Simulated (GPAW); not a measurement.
# Na/Rh(110): work function by functional and basis

How far do functional and basis move the work function of Na/Rh(110)?

Calculated with GPAW 26.7.0; GPAW, PAW setups; slab in vacuum, relaxation, in the first sound run; inputs show where later runs differ.

**1. The starting structure**

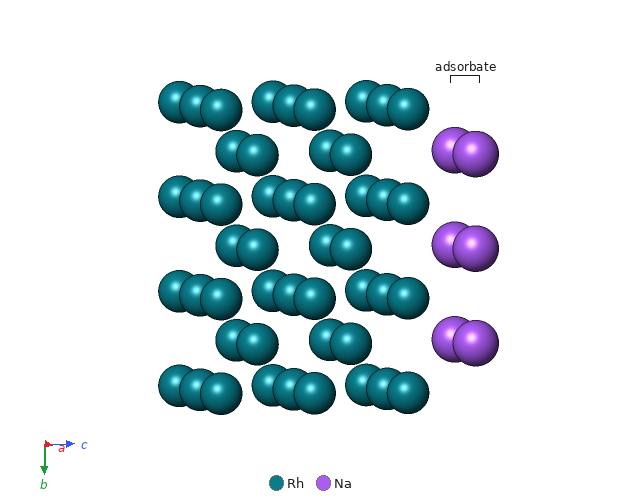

Start, viewed from the side, with the c axis across the page; rhodium blue, sodium purple. 2×3×1 cells are drawn. Some periodic images of atoms are drawn too.

The cell holds 6 atoms: 5 Rh and 1 Na. Its edges and angles: a = 3.800 Å, b = 2.687 Å, c = 23.620 Å, α = 90.0°, β = 90.0°, γ = 90.0°. Vacuum lies along c.

As a file:

```
Rh Na
1.0
     3.80000    0.00000    0.00000
     0.00000    2.68701    0.00000
     0.00000    0.00000   23.61984
Rh Na
5 1
Direct
  0.00000 0.00000 0.33870
  0.50000 0.50000 0.39558
  0.00000 0.00000 0.45246
  0.50000 0.50000 0.50934
  0.00000 0.00000 0.56622
  0.50000 0.50000 0.66130
```

**2. Relaxing the atoms**

Forces are removed first; all later runs use this geometry. The lowest 3 atoms are held at bulk positions and keep their forces.

run.py reads:

```python
import json
import numpy as np
from ase import Atoms
from ase.constraints import FixAtoms
from ase.optimize import BFGS
from gpaw import GPAW, PW

slab = Atoms(
    ['Rh', 'Rh', 'Rh', 'Rh', 'Rh', 'Na'],
    positions=[
        [0.00000, 0.00000, 8.00000],
        [1.90000, 1.34350, 9.34350],
        [0.00000, 0.00000, 10.68701],
        [1.90000, 1.34350, 12.03051],
        [0.00000, 0.00000, 13.37401],
        [1.90000, 1.34350, 15.61984]],
    cell=[[3.8, 0.0, 0.0], [0.0, 2.68701, 0.0], [0.0, 0.0, 23.61984]],
    pbc=[True, True, False])

slab.calc = GPAW(mode=PW(400), xc='PBE', kpts={'size': (8, 12, 1), 'gamma': True},
                 occupations={'name': 'fermi-dirac', 'width': 0.1}, nbands='160%',
                 convergence={'density': 1e-05}, maxiter=200,
                 poissonsolver={'dipolelayer': 'xy'},
                 symmetry={'tolerance': 1e-3, 'extra_ids': [1, 1, 1, 0, 0, 0]}, txt='slab.txt')
result = {}
slab.set_constraint(FixAtoms([0, 1, 2]))
path = []
opt = BFGS(slab, maxstep=0.2)
opt.attach(lambda: path.append((slab.get_potential_energy(), slab.positions.tolist(), slab.get_forces().tolist())))
result['relaxed'] = bool(opt.run(fmax=0.03, steps=40))
result['path'] = path
energy = slab.get_potential_energy()
fermi = slab.calc.get_fermi_level()
v = slab.calc.get_electrostatic_potential().mean((0, 1)) - fermi
n = slab.calc.get_pseudo_density().mean((0, 1))
L = slab.cell[2, 2]
z = np.arange(len(v)) * L / len(v)
low, high = slab.positions[:, 2].min(), slab.positions[:, 2].max()
below, above = np.interp([low - 5.8, high + 5.8], z, v)
slopes = [np.interp(x, z, np.gradient(v, z)) for x in (low - 5.8, high + 5.8)]
eps = np.array([[slab.calc.get_eigenvalues(k, s) for k in range(len(slab.calc.get_ibz_k_points()))]
                for s in range(slab.calc.get_number_of_spins())]) - fermi
top, bottom = eps[eps < 0].max(), eps[eps > 0].min()
dipole = slab.get_dipole_moment()[2]
print(f'energy {energy:.4f} eV, Fermi level {fermi:.4f} eV, dipole {dipole:.5f} e A')
print(f'potential 5.8 A off the faces, from the Fermi level: lower {below:.4f} eV, upper {above:.4f} eV')
print(f'slope of the potential there: lower {slopes[0]:.5f}, upper {slopes[1]:.5f} eV/A')
print(f'nearest levels on the mesh: {top:.4f} and {bottom:.4f} eV')
print('magnetic moment', round(slab.get_magnetic_moment(), 3))
result.update(energy=energy, fermi=fermi, dipole=dipole, below=below, above=above, slopes=slopes, edges=[top, bottom],
              z=z.tolist(), v=v.tolist(), n=n.tolist(), positions=slab.positions.tolist(),
              forces=slab.get_forces(apply_constraint=False).tolist(), moments=slab.get_magnetic_moments().tolist())
json.dump(result, open('result.json', 'w'))
```

Run with:

```console
$ OMP_NUM_THREADS=1 OPENBLAS_NUM_THREADS=1 python run.py
```

Output:

```text
Step          Energy          fmax
BFGS:    0      -35.346560        0.959903
BFGS:    1      -35.362375        0.844953
BFGS:    2      -35.440469        0.395416
BFGS:    3      -35.446940        0.362514
BFGS:    4      -35.457013        0.311339
BFGS:    5      -35.466269        0.331697
BFGS:    6      -35.473332        0.230958
BFGS:    7      -35.476661        0.238560
BFGS:    8      -35.478662        0.268504
BFGS:    9      -35.482666        0.276639
BFGS:   10      -35.488860        0.221724
BFGS:   11      -35.494374        0.146510
BFGS:   12      -35.496220        0.039085
BFGS:   13      -35.496343        0.004345
energy -35.3443 eV, Fermi level 1.2036 eV, dipole 0.11689 e A
potential 5.8 A off the faces, from the Fermi level: lower 4.7152 eV, upper 2.6450 eV
slope of the potential there: lower -0.00007, upper 0.00090 eV/A
nearest levels on the mesh: -0.0032 and 0.0005 eV
magnetic moment 0.0
```

Elapsed: 66 min, on 1 thread of Arm Neoverse V2, shared host; peak memory 0.39 GiB.

Step by step:

| step | energy less that of the first step (eV) | largest force (eV/Å) |
| --- | --- | --- |
| 1 | 0.0000 | 0.9599 |
| 2 | -0.0162 | 0.8450 |
| 3 | -0.0967 | 0.3954 |
| 4 | -0.1034 | 0.3625 |
| 5 | -0.1135 | 0.3113 |
| 6 | -0.1226 | 0.3317 |
| 7 | -0.1291 | 0.2310 |
| 8 | -0.1320 | 0.2386 |
| 9 | -0.1339 | 0.2685 |
| 10 | -0.1380 | 0.2766 |
| 11 | -0.1450 | 0.2217 |
| 12 | -0.1517 | 0.1465 |
| 13 | -0.1543 | 0.0391 |
| 14 | -0.1545 | 0.0043 |

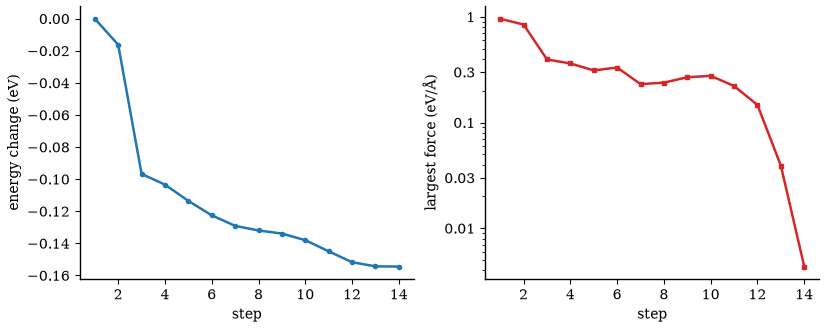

Energy and largest force along the relaxation.

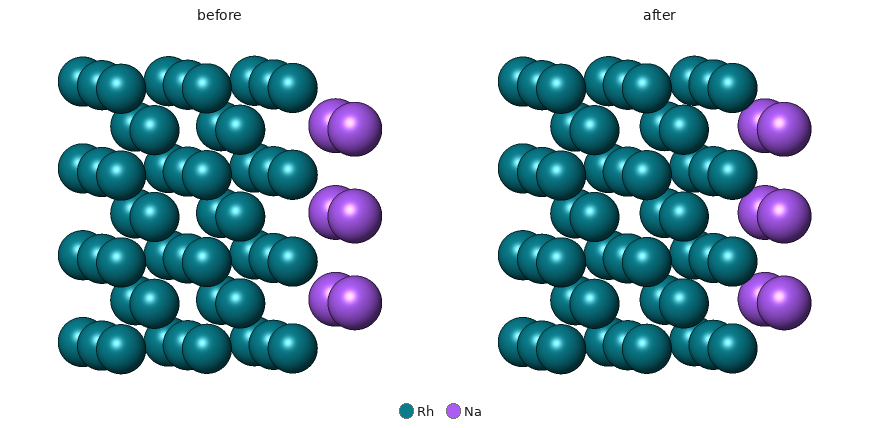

Before and after, at one scale.

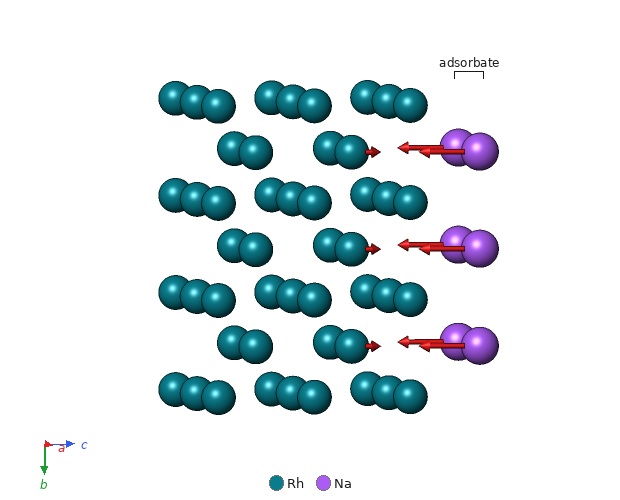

Displacements in the relaxation, exaggerated; the longest in the cell stands for 0.33 Å. 2×3×1 cells are drawn. Some periodic images of atoms are drawn too.

The atoms that moved most (Å):

| atom | dx | dy | dz | length |
| --- | --- | --- | --- | --- |
| Na6 | 0.000 | 0.000 | -0.334 | 0.334 |
| Rh4 | 0.000 | 0.000 | 0.113 | 0.113 |
| Rh5 | 0.000 | 0.000 | -0.005 | 0.005 |

Final coordinates:

```xyz
6
Lattice="3.8000 0.0000 0.0000 0.0000 2.6870 0.0000 0.0000 0.0000 23.6198" Properties=species:S:1:pos:R:3
Rh    0.0000    0.0000    8.0000
Rh    1.9000    1.3435    9.3435
Rh    0.0000    0.0000   10.6870
Rh    1.9000    1.3435   12.1438
Rh    0.0000    0.0000   13.3685
Na    1.9000    1.3435   15.2858
```

Numbers from this step:

| Property | Result |
| --- | --- |
| dipole along the normal | 0.1169 e·Å |
| levels nearest the Fermi level on the mesh | -0.003217, 5.08e-4 eV from the Fermi level |
| upper work function | 2.645 eV |
| lower work function | 4.715 eV |

The electrostatic potential energy of an electron (without an applied field's), less the Fermi level, planar mean oscillates, so the rows of the table below give means over windows of 2.5 Å about each position, cut where the curve ends. Its maxima inside the range that stand out by 2 % of the span (Å: eV): 2.4: 4.72, 8.6: -7.78, 10.0: -8.18, 11.4: -6.35, 12.8: -10.1, 14.4: 0.0439. Its minima: 8.0: -14.5, 9.4: -15.4, 10.7: -15.2, 12.1: -15.6, 13.3: -15.1, 15.3: -4.14.

Electrostatic potential energy of an electron (without an applied field's), less the Fermi level, planar mean against z; means over each step:

| z (Å) | electrostatic potential energy of an electron (without an applied field's), less the Fermi level, planar mean (eV) |
| --- | --- |
| 0.0 | 4.56 |
| 2.5 | 4.71 |
| 5.0 | 4.65 |
| 7.5 | -4.56 |
| 10.0 | -11.8 |
| 12.5 | -11.7 |
| 15.0 | -2.20 |
| 17.5 | 2.09 |
| 20.0 | 2.64 |
| 22.5 | 2.69 |

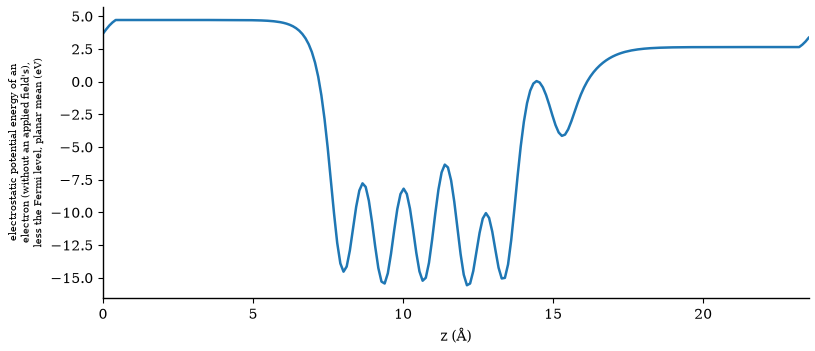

Electrostatic potential energy of an electron (without an applied field's), less the Fermi level, planar mean, plotted against z.

The pseudo valence density, planar mean oscillates, so the rows of the table below give means over windows of 2.5 Å about each position, cut where the curve ends. Its maxima inside the range that stand out by 2 % of the span (Å: e/Å³): 8.0: 1.64, 9.3: 1.65, 10.8: 1.63, 12.2: 1.63, 13.3: 1.62, 15.2: 0.808. Its minima: 8.6: 0.619, 9.9: 0.647, 11.4: 0.526, 12.7: 0.781, 14.6: 0.149.

Pseudo valence density, planar mean against z; means over each step:

| z (Å) | pseudo valence density, planar mean (e/Å³) |
| --- | --- |
| 2.5 | 4.7e-6 |
| 5.0 | 0.00232 |
| 7.5 | 0.608 |
| 10.0 | 1.11 |
| 12.5 | 1.11 |
| 15.0 | 0.373 |
| 17.5 | 0.00733 |
| 20.0 | 1.4e-4 |

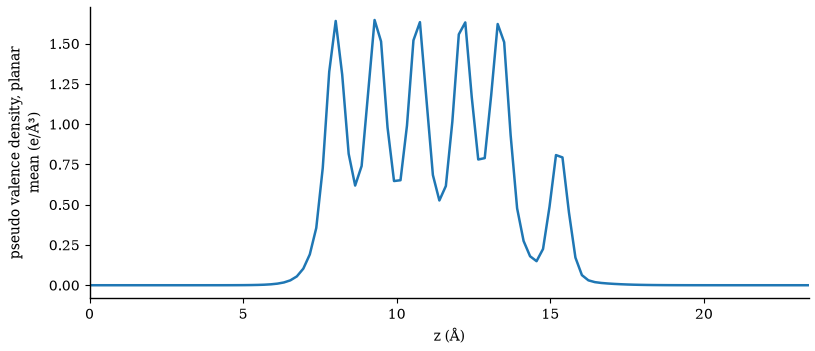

Pseudo valence density, planar mean, plotted against z.

The relaxation lowered the energy of the cell by 0.154 eV (energies extrapolated to zero smearing; the optimiser's log prints free energies). The largest force left on a free atom is 0.0043 eV/Å.

**3. The slab's potential**

The work function is the vacuum plateau of the electrostatic potential less the Fermi level; a dipole layer lets the two faces have plateaus of their own.

This step: GPAW, PAW setups; slab in vacuum (GPAW 26.7.0).

Changes to run.py since step 2:

```diff
@@ -3,4 +3,2 @@
 from ase import Atoms
-from ase.constraints import FixAtoms
-from ase.optimize import BFGS
 from gpaw import GPAW, PW
@@ -13,5 +11,5 @@
         [0.00000, 0.00000, 10.68701],
-        [1.90000, 1.34350, 12.03051],
-        [0.00000, 0.00000, 13.37401],
-        [1.90000, 1.34350, 15.61984]],
+        [1.90000, 1.34350, 12.14380],
+        [0.00000, -0.00000, 13.36855],
+        [1.90000, 1.34350, 15.28575]],
     cell=[[3.8, 0.0, 0.0], [0.0, 2.68701, 0.0], [0.0, 0.0, 23.61984]],
@@ -23,10 +21,4 @@
                  poissonsolver={'dipolelayer': 'xy'},
-                 symmetry={'tolerance': 1e-3, 'extra_ids': [1, 1, 1, 0, 0, 0]}, txt='slab.txt')
+                 symmetry={'tolerance': 1e-3}, txt='slab.txt')
 result = {}
-slab.set_constraint(FixAtoms([0, 1, 2]))
-path = []
-opt = BFGS(slab, maxstep=0.2)
-opt.attach(lambda: path.append((slab.get_potential_energy(), slab.positions.tolist(), slab.get_forces().tolist())))
-result['relaxed'] = bool(opt.run(fmax=0.03, steps=40))
-result['path'] = path
 energy = slab.get_potential_energy()
```

Output:

```text
energy -35.3443 eV, Fermi level 1.2038 eV, dipole 0.11686 e A
potential 5.8 A off the faces, from the Fermi level: lower 4.7154 eV, upper 2.6445 eV
slope of the potential there: lower -0.00007, upper 0.00089 eV/A
nearest levels on the mesh: -0.0032 and 0.0005 eV
magnetic moment 0.0
```

Elapsed: 5.8 min, on 1 thread; peak memory 0.38 GiB.

This step gave:

```yaml
levels_nearest_the_fermi_level_on_the_mesh: -0.003193, 5.19e-4 eV from the Fermi level
```

The electrostatic potential energy of an electron (without an applied field's), less the Fermi level, planar mean oscillates, so the rows of the table below give means over windows of 2.5 Å about each position, cut where the curve ends. Its maxima inside the range that stand out by 2 % of the span (Å: eV): 2.4: 4.72, 8.6: -7.78, 10.0: -8.18, 11.4: -6.35, 12.8: -10.1, 14.4: 0.0436. Its minima: 8.0: -14.5, 9.4: -15.4, 10.7: -15.2, 12.1: -15.6, 13.3: -15.1, 15.3: -4.14.

Table of electrostatic potential energy of an electron (without an applied field's), less the Fermi level, planar mean by z; means over each step:

| z (Å) | electrostatic potential energy of an electron (without an applied field's), less the Fermi level, planar mean (eV) |
| --- | --- |
| 0.0 | 4.56 |
| 2.5 | 4.71 |
| 5.0 | 4.65 |
| 7.5 | -4.56 |
| 10.0 | -11.8 |
| 12.5 | -11.7 |
| 15.0 | -2.20 |
| 17.5 | 2.08 |
| 20.0 | 2.64 |
| 22.5 | 2.69 |

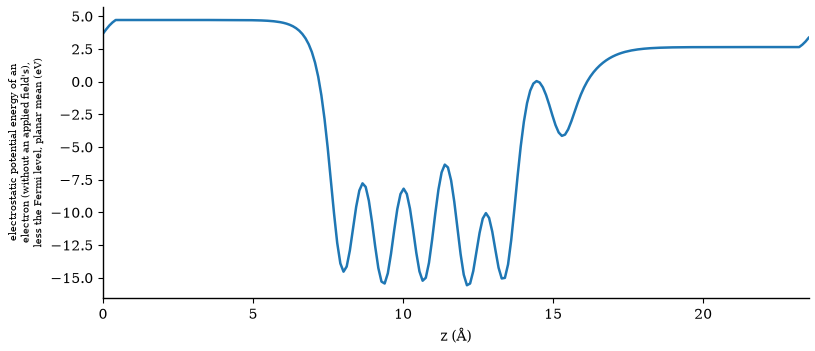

Electrostatic potential energy of an electron (without an applied field's), less the Fermi level, planar mean, plotted against z.

The pseudo valence density, planar mean oscillates, so the rows of the table below give means over windows of 1 Å about each position, cut where the curve ends. Its maxima inside the range that stand out by 2 % of the span (Å: e/Å³): 8.0: 1.64, 9.3: 1.65, 10.8: 1.63, 12.2: 1.63, 13.3: 1.62, 15.2: 0.808. Its minima: 8.6: 0.619, 9.9: 0.647, 11.4: 0.526, 12.7: 0.781, 14.6: 0.149.

Pseudo valence density, planar mean against z; means over each step:

| z (Å) | pseudo valence density, planar mean (e/Å³) |
| --- | --- |
| 4 | 6.7e-5 |
| 5 | 7.9e-4 |
| 6 | 0.0101 |
| 7 | 0.180 |
| 8 | 1.16 |
| 9 | 1.10 |
| 10 | 0.941 |
| 11 | 1.07 |
| 12 | 1.19 |
| 13 | 1.15 |
| 14 | 0.556 |
| 15 | 0.494 |
| 16 | 0.172 |
| 17 | 0.00995 |
| 18 | 0.00235 |
| 19 | 4.5e-4 |
| 20 | 7.9e-5 |

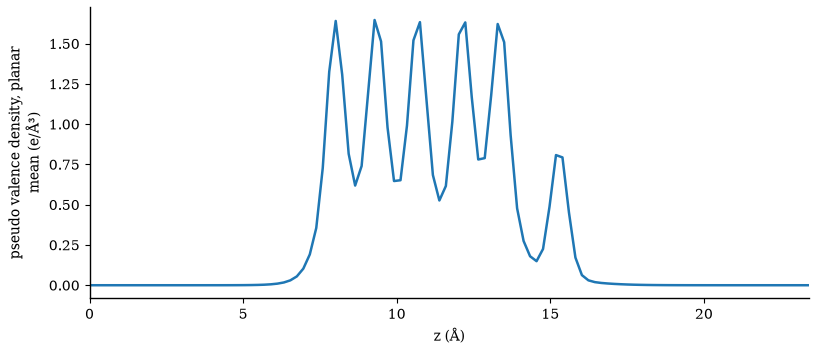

Pseudo valence density, planar mean, plotted against z.

Force by atom:

| atom | x (eV/Å) | y (eV/Å) | z (eV/Å) | size |
| --- | --- | --- | --- | --- |
| Rh1 | 0.000 | 0.000 | 0.783 | 0.783 |
| Rh2 | 0.000 | 0.000 | -0.620 | 0.620 |
| Rh3 | 0.000 | 0.000 | -0.165 | 0.165 |
| Rh4 | 0.000 | 0.000 | 0.003 | 0.003 |
| Rh5 | 0.000 | 0.000 | 0.000 | 0.000 |
| Na6 | 0.000 | 0.000 | 0.001 | 0.001 |

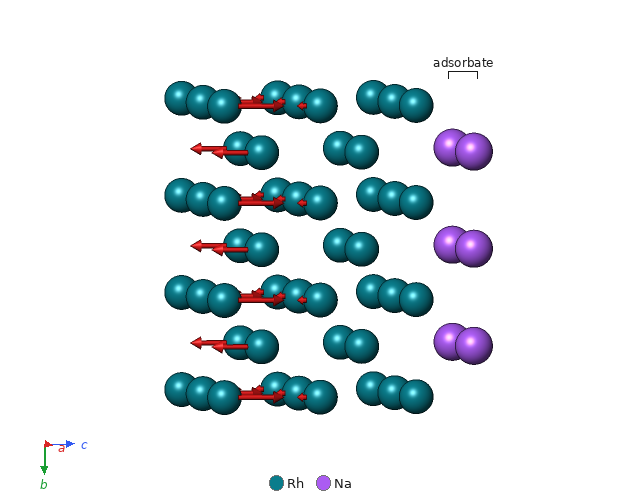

Force as arrows, the longest 0.783 eV/Å. 2×3×1 cells are drawn. Some periodic images of atoms are drawn too.

The potential is flat to 8.9e-4 eV/Å where it is read, so the vacuum is wide enough.

[end of part 1 of 3]

[Logs are printed without paths, hosts, clocks, repeated set-up lines and the standing remarks that a program may print on its own settings, such as how far it seeks lower states.]

[Hosts, paths, dates, database ids (printed as entryN), source tags and the programs' standing remarks are cut or masked in the printed files.]
